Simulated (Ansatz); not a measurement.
## Electronic structure of CH9N3Si2 in real space

Input file:

```
crystal:
  periodic: [false, false, false]
  atoms:
    - { symbol: C, position_ang: [0.0173, -1.9242, -1.3179] }
    - { symbol: "N", position_ang: [-0.1437, -1.5445, -0.0919] }
    - { symbol: Si, position_ang: [0.0873, 0.1109, 0.2904] }
    - { symbol: "N", position_ang: [0.2942, -0.0522, 1.9737] }
    - { symbol: "N", position_ang: [1.7769, 0.2626, 0.04] }
    - { symbol: Si, position_ang: [-1.3022, 1.734, -0.5395] }
    - { symbol: H, position_ang: [-0.1673, -2.9304, -1.6092] }
    - { symbol: H, position_ang: [0.2628, -1.1763, -2.1663] }
    - { symbol: H, position_ang: [-0.7247, -0.0968, 2.3841] }
    - { symbol: H, position_ang: [0.5736, -1.0082, 2.1373] }
    - { symbol: H, position_ang: [2.1757, -0.6231, 0.3346] }
    - { symbol: H, position_ang: [2.1221, 0.9192, 0.7939] }
    - { symbol: H, position_ang: [-1.3785, 1.6984, -2.0442] }
    - { symbol: H, position_ang: [-2.7204, 1.5058, -0.0389] }
    - { symbol: H, position_ang: [-0.8948, 3.074, -0.1169] }
basis:
  gaussian: { orbitals: "6-31G" }
hamiltonian:
  xc: pbe
  dispersion: d4
relax:
  f_tol: 0.015
  max_steps: 40
output:
  orbitals: {}
```

Command:

```sh
ansatz run input.yaml --threads 1 --pin off --max-ram 2048MiB --backend cpu --events-out ev --progress --plain --runs-dir out
```

The fields are those of the run's last geometry, not of the input's.

Method: RKS PBE-D4/6-31G (Ansatz).

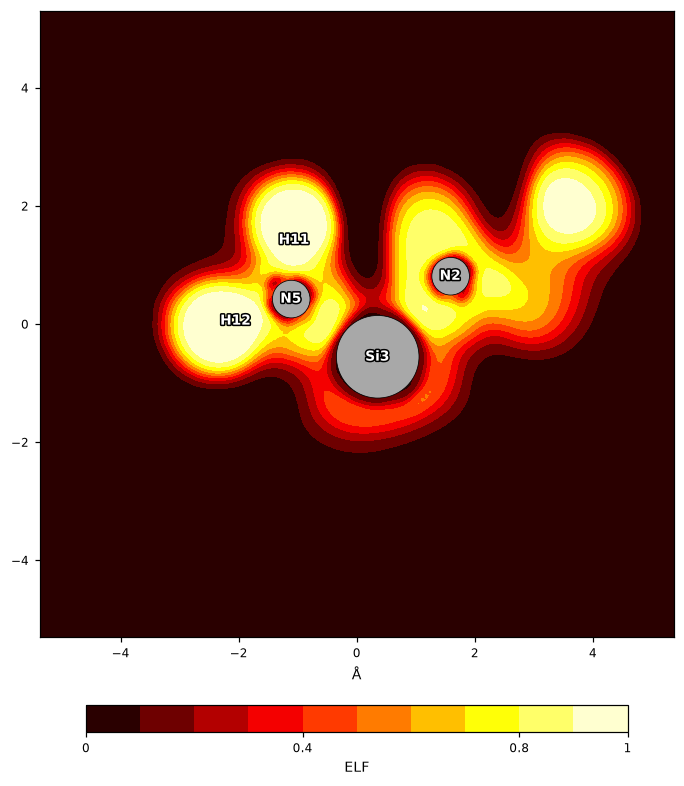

Figure 1. Electron localisation function on the plane of atoms N2, Si3 and N5. Grey discs cover the atomic cores.

### Read the bonding off the picture.

Atoms in the plane: N, Si and H.
Si–N (1.76 Å): the ELF peaks at about 0.90 between the atoms; a shared but strongly polarised pair.
N–H (1.01 Å): the ELF climbs to about 1 towards the hydrogen, as it does in any bond to H: an ordinary covalent bond to hydrogen.
Si–N (1.84 Å): the ELF peaks at about 0.90 between the atoms, as expected for a polar covalent bond.
The ELF also peaks beside N2, away from the bonds: lone-pair regions.

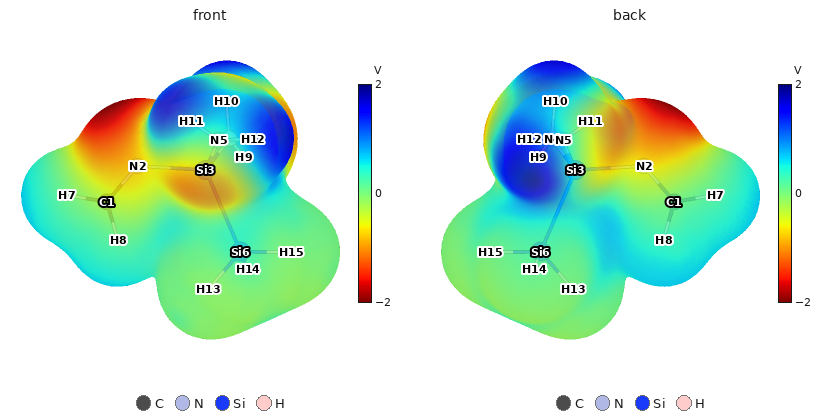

Figure 2. The electrostatic potential painted on the density surface at 0.002 e/bohr³, seen from the front and from behind; the colour scale runs from red (negative) to blue (positive).

### Describe the electrostatic potential map.

The most negative region (about −1.9 V) lies over N2, the most positive (about +1.7 V) over H9 and H12. N2 is the likeliest acceptor of a hydrogen bond.

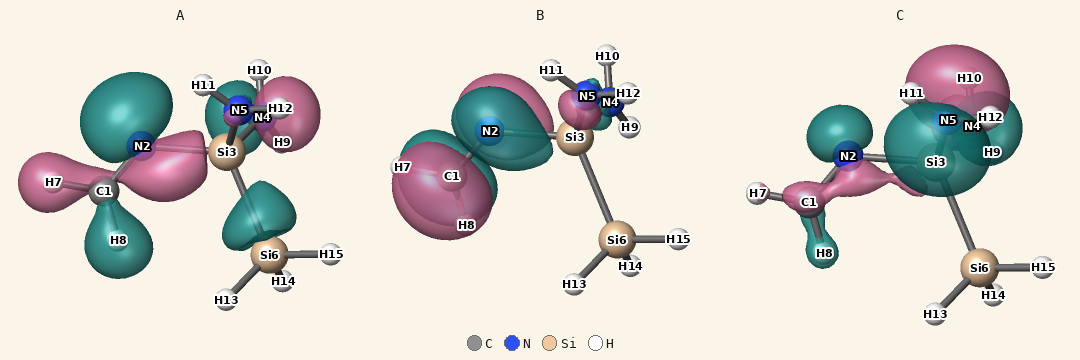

Figure 3. Three frontier orbitals at ±0.1 Å⁻³ᐟ² (teal and pink are the two phases), in no order.

### Which picture is the HOMO−1, the HOMO and the LUMO?

C is the HOMO−1 (−5.28 eV). It lies mainly on N5 (about 60 %), N4 (about 10 %) and N2 (about 5 %). A is the HOMO (−4.93 eV). By Hirshfeld shares it lies mainly on N2 (about 50 %), N4 (about 15 %), C1 (about 10 %), Si3 (about 10 %) and Si6 (about 5 %). B is the LUMO (−1.47 eV). By Hirshfeld shares it lies mainly on C1 (about 45 %) and N2 (about 35 %); π-antibonding (π*) across C1–N2.

### What is the HOMO–LUMO gap?

3.46 eV between the orbital energies.

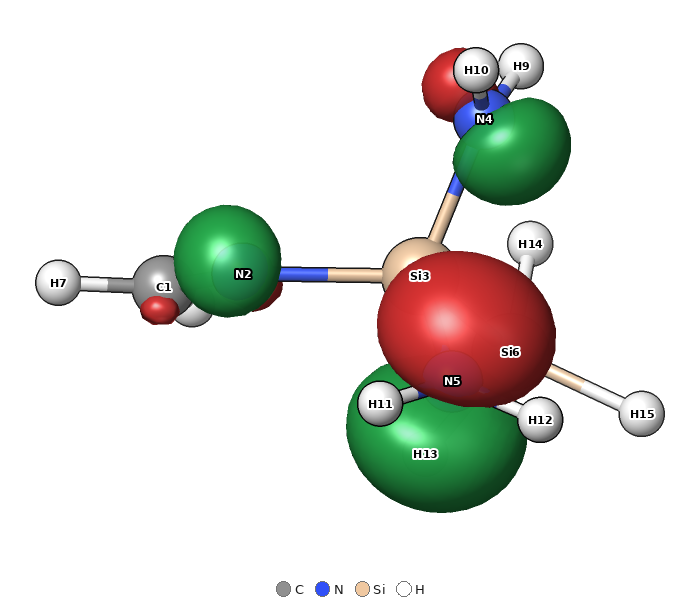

Figure 4. The HOMO−1 at ±0.15 Å⁻³ᐟ² (green and red are the two phases), seen from one side.

### Where does this orbital lie, and at what energy?

It lies mainly on N5 (about 60 %), N4 (about 10 %) and N2 (about 5 %). Its energy is −5.28 eV.
